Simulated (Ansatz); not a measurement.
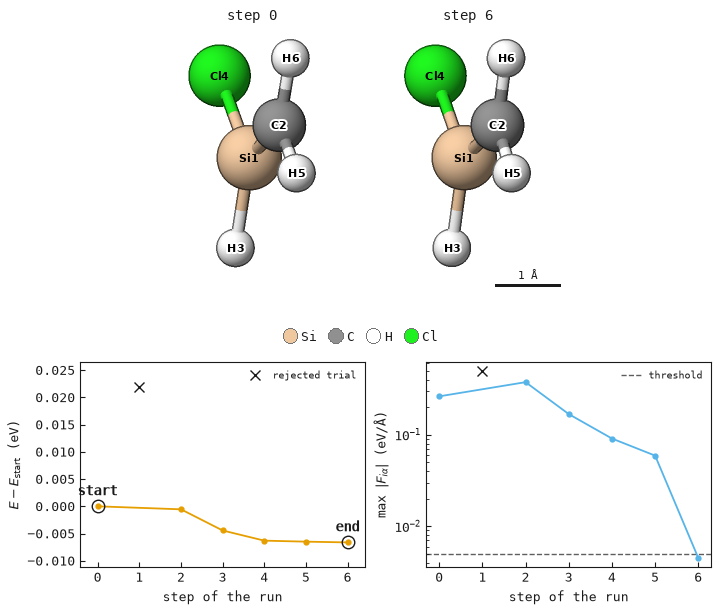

First and last geometry of a relaxation of CH₃ClSi, with the history of the run. The picture is a ball-and-stick view, seen from a free direction.

It is one of the separated products of a reaction.

All numbers below come from Ansatz, RKS PBE0-D4/def2-TZVP.

The input:
```yaml
crystal:
  periodic: [false, false, false]
  atoms:
    - {symbol: Si, position_ang: [-0.552368, 0.987500, 0.457623]}
    - {symbol: C, position_ang: [0.913072, 0.323725, -0.073637]}
    - {symbol: H, position_ang: [-1.490017, 1.747730, -0.383993]}
    - {symbol: Cl, position_ang: [-1.294316, 0.713082, 2.315941]}
    - {symbol: H, position_ang: [1.263165, 0.543997, -1.076828]}
    - {symbol: H, position_ang: [1.595152, -0.214949, 0.572453]}
basis:
  gaussian: {orbitals: def2-TZVP}
hamiltonian: {xc: pbe0, dispersion: d4}
relax: {f_tol: 0.005, max_steps: 200}
```

Command:
```bash
ansatz run in.yaml --threads 4 --pin off --events-out ev --progress --plain --max-ram 9574MiB
```

**Did the run converge, and what did it change?**

It converged. The energy falls by 0.007 eV in 5 accepted moves (6 points after the start). Largest force component: 0.26 eV/Å at the start, 0.0045 eV/Å at the end. The line search rejected the trial step at point 1 of the run. C2 moves most after the best rigid fit: 0.035 Å. Largest moves by element: C 0.035 Å, Si 0.021 Å, H 0.015 Å, Cl 0.009 Å. Some distances before and after: Si1–Cl4 2.020 → 2.030 Å, Si1–C2 1.694 → 1.689 Å. Cost: 8.5 s on 4 threads of Intel Xeon Platinum 8375C @ 2.90GHz, with other jobs on the host.

| step | E − E(0), eV | largest force component, eV/Å | note |
| --- | --- | --- | --- |
| 0 | 0.0000 | 0.2621 |  |
| 1 | 0.0220 | 0.4943 | rejected |
| 2 | -0.0006 | 0.3743 |  |
| 3 | -0.0044 | 0.1676 |  |
| 4 | -0.0063 | 0.0907 |  |
| 5 | -0.0065 | 0.0590 |  |
| 6 | -0.0066 | 0.0045 |  |
